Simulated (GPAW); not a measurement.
Consider BaTiO3 (Pm-3m).

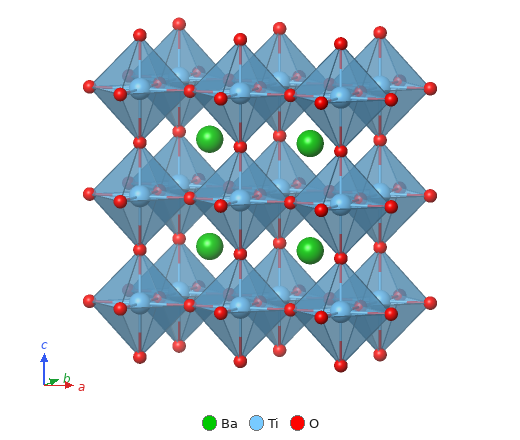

The structure (barium green, titanium blue, oxygen red). 2×1×2 cells are drawn. Some periodic images of atoms are drawn too.

```xyz
5
Lattice="4.0060 0.0000 0.0000 0.0000 4.0060 0.0000 0.0000 0.0000 4.0060" Properties=species:S:1:pos:R:3 pbc="T T T"
Ba    2.0030    2.0030    2.0030
Ti    0.0000    0.0000    0.0000
O     0.0000    0.0000    2.0030
O     0.0000    2.0030    0.0000
O     2.0030    0.0000    0.0000
```

Absorber: atom 2, with 6 O at 2.00 Å (octahedral, site symmetry m-3m). Method: GPAW, LDA, full core hole (charged cell), 10-atom cell with 5.7 Å between holes, 6×6×6 k points, dipole transitions, Gaussian full width 0.94 eV up to 4 eV, rising linearly to 3.5 eV at 25 eV.

**Question.** Predict the near-edge structure at the Ti K edge.

Main maxima up to 30 eV above the zero (height): 2.6 eV (0.15), 5.3 eV (0.62), 7.9 eV (0.22), 14.6 eV (2.73), 19.7 eV (2.44) and 26.5 eV (2.20). A K edge sees empty p states. The first eV above the zero hold little dipole weight, as the lowest empty bands are of d character; the main edge, of 4p character, rises through 0.6 near 12 eV above the zero. The total-energy difference plus the lowest empty eigenvalue puts the zero at 4970.80 eV. One term is added: -22.68 eV, since the hole is spin-paired here and a spin-polarised one costs that much less in the free atom (computed apart). The photon energy is then 4948.12 eV. The tabulated edge of the element is 4966 eV. The functional and the charged cell's background leave an error in such absolute values: in the free atom LDA prices this hole 13.2 eV below PBE (computed apart), and PBE is itself good to a few eV.

The Ti K spectrum (energy from the lowest empty level; intensity scaled to a mean of 1 over the first 20 eV):

```csv
E (eV),intensity
-2.0,0.00
-0.5,0.00
1.0,0.00
2.5,0.15
4.0,0.02
5.5,0.60
7.0,0.16
8.5,0.21
10.0,0.16
11.5,0.36
13.0,1.75
14.5,2.73
16.0,2.44
17.5,2.09
19.0,2.35
20.5,2.30
22.0,1.88
23.5,1.88
25.0,2.09
26.5,2.20
28.0,2.02
29.5,1.59
31.0,1.33
```

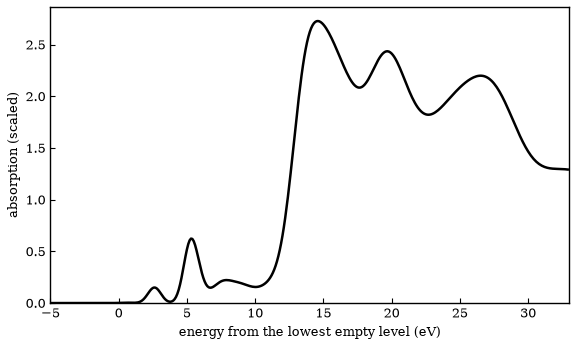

The Ti K edge.

Quadrupole 1s→3d transitions, which feed the pre-edge, are not in the dipole spectrum. The holes are only 5.7 Å apart, so the shape is probably not converged with cell size; no larger cell was run here. The mesh is coarse (0.26 Å⁻¹ between points), so small maxima may be mesh ripples. Lifetime broadening is put in by hand, and intensities beyond about 20 eV depend on it and on the partial waves. The structure is a published determination, not relaxed.

[Banner, clock and machine lines of the logs are left out without a mark of their own.]

[Logs are printed without paths, hosts, clocks, repeated set-up lines and the standing remarks that a program may print on its own settings, such as how far it seeks lower states.]

[Hosts, paths, dates, database ids (printed as entryN), source tags and the programs' standing remarks are cut or masked in the printed files.]

[Lists of maxima count a maximum above −3 eV only where it reaches 4 % of the highest in the window and stands out from its surroundings by 2 % of it (1.5 % where it reaches 55 %); shoulders and weaker maxima are passed over, and of the rest the first, up to two pre-edge ones and the few strongest are named.]
